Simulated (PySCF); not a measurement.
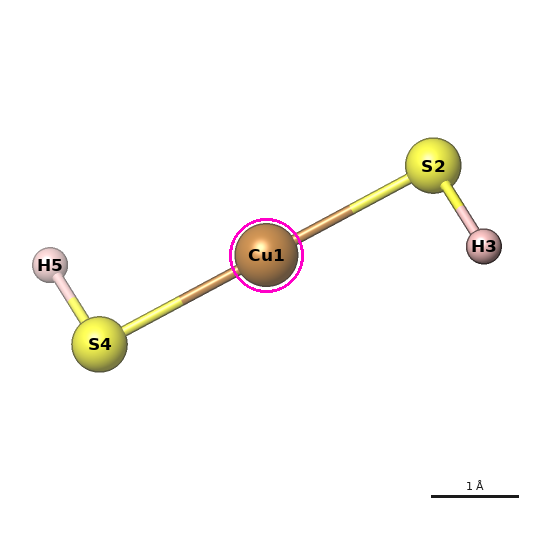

Orthographic view. Atoms fade into the background with distance from the viewer. State: charge −1, singlet. Computed geometry: PBE0-D3(BJ)/def2-SVP optimisation. No frequency run is at hand to confirm it as a minimum.

**Which atoms are bonded to the circled atom?**

The circled atom is Cu1; it is bonded to S2, S4.

**Which atom is farthest from the viewer?**

H5, 0.9 Å behind the mean position.

**Which two atoms are farthest apart in space?**

H3 and H5, 5.31 Å.

**Which atom is nearest the viewer?**

H3, 0.8 Å in front of the mean position.
